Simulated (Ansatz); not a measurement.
# Calculations on C₂H₃BClFS

## 1. Relaxation

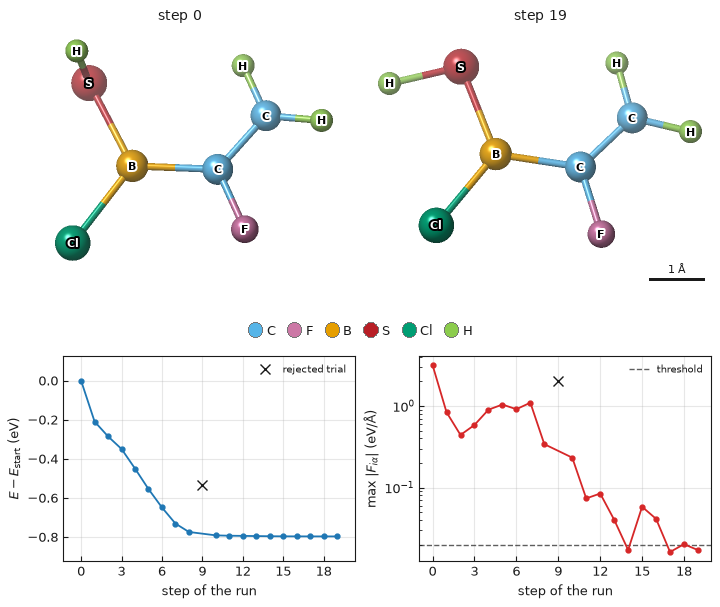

First and last geometry of a relaxation of C2H3BClFS, with the history of the run. Style: ball-and-stick. Shown at a tilt.

The run prepares an end point of a later path (hydrogen shift) calculation, from a guessed geometry.

The calculation used Ansatz, RKS r2SCANh-D4/def2-SVP. Settings: no spin polarisation; force threshold 0.02 eV/Å; at most 50 steps.

Q: Read the history and describe the run.

A: It converged. The largest move after the best rigid fit is that of an H atom, 1.20 Å. By element the largest moves are H 1.20 Å, S 0.62 Å, Cl 0.37 Å, B 0.26 Å, F 0.21 Å, C 0.12 Å. Some distances before and after: B–S 1.933 → 1.798 Å, B–Cl 1.830 → 1.756 Å, C–H 1.033 → 1.092 Å, H–S 1.381 → 1.348 Å. Bond angles that change, for instance: B–S–H 88.6° → 96.3°, C–C–H 116.5° → 120.2°, S–B–Cl 118.2° → 121.5°. Groups turn about B–S by about 90°. After 18 accepted moves (19 points after the start) the energy has fallen by 0.797 eV. The largest force component goes from 3.2 to 0.017 eV/Å. The line search rejected the trial step at point 9 of the run. The forces were under the threshold at step 14, but the run went on from there.

```json
{"step": "0", "E − E(0), eV": "0.0000", "largest force component, eV/Å": "3.1768", "note": ""}
{"step": "1", "E − E(0), eV": "-0.2091", "largest force component, eV/Å": "0.8396", "note": ""}
{"step": "2", "E − E(0), eV": "-0.2852", "largest force component, eV/Å": "0.4418", "note": ""}
{"step": "3", "E − E(0), eV": "-0.3494", "largest force component, eV/Å": "0.5860", "note": ""}
{"step": "4", "E − E(0), eV": "-0.4497", "largest force component, eV/Å": "0.9018", "note": ""}
{"step": "5", "E − E(0), eV": "-0.5546", "largest force component, eV/Å": "1.0428", "note": ""}
{"step": "6", "E − E(0), eV": "-0.6489", "largest force component, eV/Å": "0.9145", "note": ""}
{"step": "7", "E − E(0), eV": "-0.7311", "largest force component, eV/Å": "1.0988", "note": ""}
{"step": "8", "E − E(0), eV": "-0.7740", "largest force component, eV/Å": "0.3408", "note": ""}
{"step": "9", "E − E(0), eV": "-0.5343", "largest force component, eV/Å": "2.0247", "note": "rejected"}
{"step": "10", "E − E(0), eV": "-0.7915", "largest force component, eV/Å": "0.2329", "note": ""}
{"step": "11", "E − E(0), eV": "-0.7933", "largest force component, eV/Å": "0.0736", "note": ""}
{"step": "12", "E − E(0), eV": "-0.7940", "largest force component, eV/Å": "0.0846", "note": ""}
{"step": "13", "E − E(0), eV": "-0.7951", "largest force component, eV/Å": "0.0403", "note": ""}
{"step": "14", "E − E(0), eV": "-0.7959", "largest force component, eV/Å": "0.0172", "note": ""}
{"step": "15", "E − E(0), eV": "-0.7964", "largest force component, eV/Å": "0.0582", "note": ""}
{"step": "16", "E − E(0), eV": "-0.7966", "largest force component, eV/Å": "0.0414", "note": ""}
{"step": "17", "E − E(0), eV": "-0.7967", "largest force component, eV/Å": "0.0162", "note": ""}
{"step": "18", "E − E(0), eV": "-0.7968", "largest force component, eV/Å": "0.0202", "note": ""}
{"step": "19", "E − E(0), eV": "-0.7968", "largest force component, eV/Å": "0.0171", "note": ""}
```

## 2. Relaxation

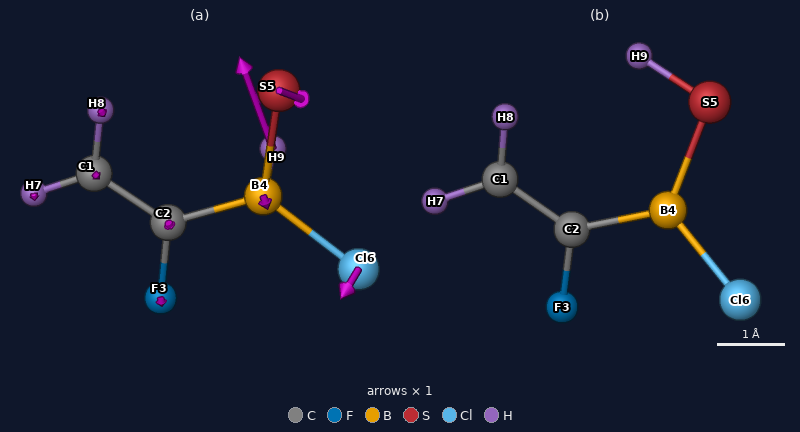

The structure of C2H3BClFS before (left) and after (right) a relaxation, at one scale. The purple arrows give the displacements, at their true length.

A ball-and-stick model, seen from a free direction.

The run prepares an end point of a later path (hydrogen shift) calculation, from a guessed geometry.

All numbers below come from Ansatz, RKS r2SCANh-D4/def2-SVP.

Input
```yaml
crystal:
  periodic: [false, false, false]
  atoms:
    - { symbol: C, position_ang: [-0.0167, -1.5308, -0.1918] }
    - { symbol: C, position_ang: [0.2647, -0.5008, 0.6312] }
    - { symbol: F, position_ang: [0.9514, -0.79, 1.7355] }
    - { symbol: B, position_ang: [-0.0631, 1.0114, 0.3659] }
    - { symbol: S, position_ang: [-1.1298, 1.5049, -1.1683] }
    - { symbol: Cl, position_ang: [0.3749, 2.3169, 1.5714] }
    - { symbol: H, position_ang: [0.2627, -2.5028, 0.0205] }
    - { symbol: H, position_ang: [-0.5965, -1.286, -1.1157] }
    - { symbol: H, position_ang: [0.84386, 1.10805, -0.36689] }
basis:
  gaussian: { orbitals: def2-SVP }
hamiltonian:
  xc: r2scanh
  dispersion: d4
relax:
  f_tol: 0.02
  max_steps: 50
```

Command:
```bash
ansatz run input.yaml --threads 2 --pin off --max-ram 3072MiB --backend cpu --events-out ev --progress --plain --runs-dir out
```

Q: Describe what moved and what it gained.

A: After 17 accepted moves (18 points after the start) the energy has fallen by 3.574 eV. The largest force component goes from 3.5 to 0.015 eV/Å. The line search rejected the trial step at point 13 of the run. The atom that moves furthest after the best rigid fit is H9 (1.68 Å). By element the largest moves are H 1.68 Å, S 0.92 Å, Cl 0.66 Å, B 0.25 Å, C 0.16 Å, F 0.16 Å. Near-neighbour distances that change, for instance: B4–H9 1.170 → 2.370 Å, S5–H9 2.167 → 1.349 Å, B4–S5 1.933 → 1.793 Å, B4–Cl6 1.830 → 1.756 Å. New bonds form, among them: S5–H9 (2.17 → 1.35 Å). Bonds break, among them: B4–H9 (1.17 → 2.37 Å). Bond angles that change, for instance: C2–B4–S5 119.7° → 124.5°, C2–C1–H8 116.5° → 120.6°, C2–B4–Cl6 121.7° → 118.5°. Groups turn about C2–B4 by about 25°. The run took 120 s on 2 threads of Intel(R) Xeon(R) Platinum 8375C CPU @ 2.90GHz (Ice Lake), with other jobs on the host, peak memory 0.29 GiB.

## 3. Path

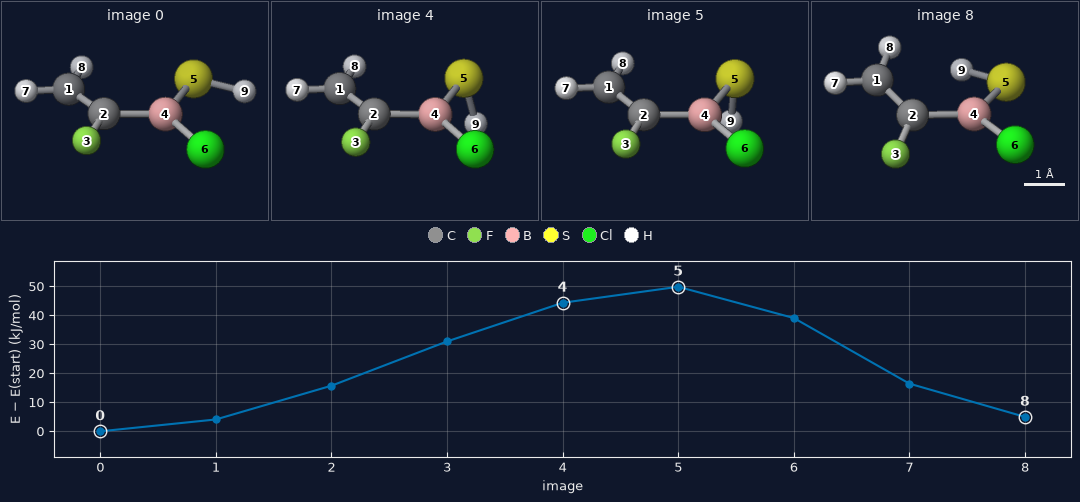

A nudged-elastic-band calculation for C2H3BClFS. Images are numbered from 0 (start) to 8 (end). Style: ball-and-stick. Shown from a free direction.

Computed with RKS r2SCANh-D4/def2-SVP in Ansatz. Settings: 7 movable images; climbing image; force threshold 0.03 eV/Å; iteration limit 29; starting path through a guess of the saddle point.

What happens along the path, and what is the barrier?

Forward barrier 49.9 kJ/mol, backward barrier 44.9 kJ/mol, with image 5 at the top; the reaction energy is +5.0 kJ/mol. No bond forms or breaks between the ends. Bond angles that change up to the highest image, for instance: B4–S5–H9 96.3° → 92.3°, C2–B4–S5 119.4° → 121.4°. The band converged in 9 iterations. The largest component of the band force went from 21 to 0.029 eV/Å. The climbing image converged on the top of the path. Its vibrational analysis gives one imaginary mode (415i cm⁻¹), as a transition state must have.

The run took 4.7 min on 2 threads of Intel(R) Xeon(R) Platinum 8375C CPU @ 2.90GHz (Ice Lake) (shared host), peak memory 0.31 GiB.
